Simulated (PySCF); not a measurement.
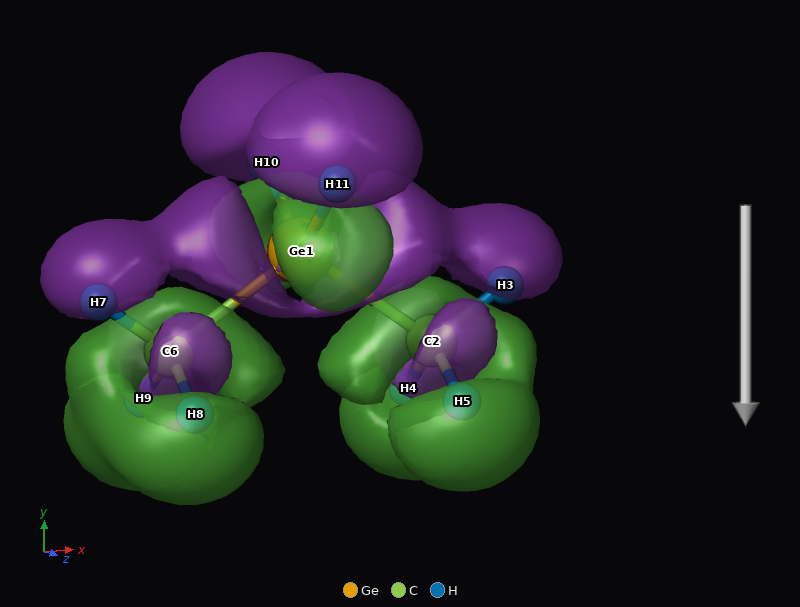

*GeMe2H2 (C2H8Ge). Change of the electron density in a uniform field of 0.41 V/Å along −y (arrow), surfaces at ±0.002 e/Å³ (purple: gain, green: loss).*

PySCF calculation, B3LYP/def2-SVPD, gas phase; geometry: GFN2-xTB. No frequency check shows the geometry to be a minimum. GFN2-xTB bond lengths at metals and heavier atoms can be off by up to 0.1 Å and shapes distorted, which carries into these values.

Coordinates in Å:

```
Ge1     -0.0000    0.3761   -0.0003
C2       1.6219   -0.7381    0.0010
H3       2.5221   -0.1306   -0.0167
H4       1.6419   -1.3837   -0.8738
H5       1.6573   -1.3564    0.8948
C6      -1.6237   -0.7359   -0.0020
H7      -2.5230   -0.1270    0.0159
H8      -1.6446   -1.3816    0.8726
H9      -1.6434   -1.3809   -0.8767
H10      0.0009    1.2851   -1.2005
H11      0.0002    1.2847    1.2002
```

How large is the response?

The induced dipole is 1.18 D (along the field); α along this axis, from the fields in both directions, is 58 bohr³ (8.5 Å³).

Which atoms gain and lose the most charge?

Electrons gather most on H10 and H11 alike (Hirshfeld charge changes by −0.017 e) and leave H4, H5, H8 and H9 alike most (+0.012 e); 0.111 electrons are displaced in all.

Cost of the run: 37 s on 1 thread of Arm Neoverse V2, with other jobs on the host, peak memory 0.65 GiB.
